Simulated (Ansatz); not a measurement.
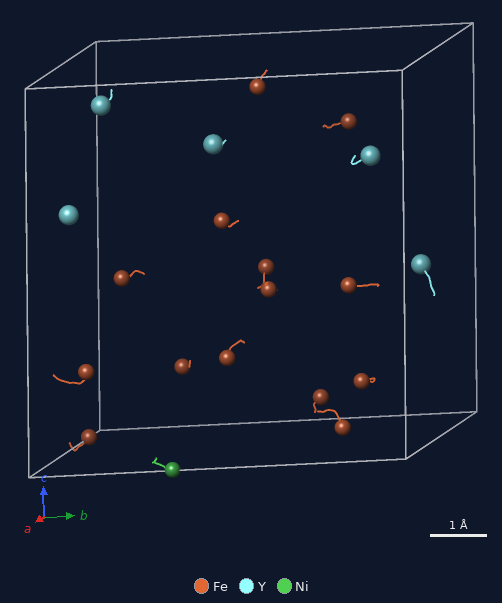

First-principles dynamics of an amorphous cell of composition Y$_{5}$Fe$_{14}$Ni (20 atoms in the cell), 72 fs long. Lines trace each atom's path, in the colour of its element; spheres stand at the starting positions. Seen slightly off an axis in the simulation cell.

Method: DFT PBE, scalar-relativistic, plane waves, PAW (Ansatz). Run with plane-wave cutoff 320 eV; k-point mesh 1 × 1 × 1; Fermi-Dirac smearing 0.226 eV; set temperature 2620 K; time step 3 fs.

> What do the traces tell about the motion?

Root-mean-square distances from the starting positions over the second half, with the common drift of all atoms taken out: Fe 0.38 Å, Ni 0.36 Å, Y 0.33 Å. The run lasts only 72 fs, too short to tell vibration from diffusion. Over the second half the temperature averages 2275 K (spread ±288 K). The potential energy is still drifting at the end, so the run hasn't reached equilibrium. The potential energy in the second half lies on average 73.4 meV per atom above the first frame. The mean pressure there is −5.6 GPa.

Limits of the set-up: the k-point mesh is coarse for a cell with partly filled bands; the cutoff lies below the recommended one; the periodic images lie only 6.9 Å apart, so the values are limited by the cell's size.

The run took 72 s on 2 threads of Arm Neoverse V2 (shared host), peak memory 0.58 GiB.
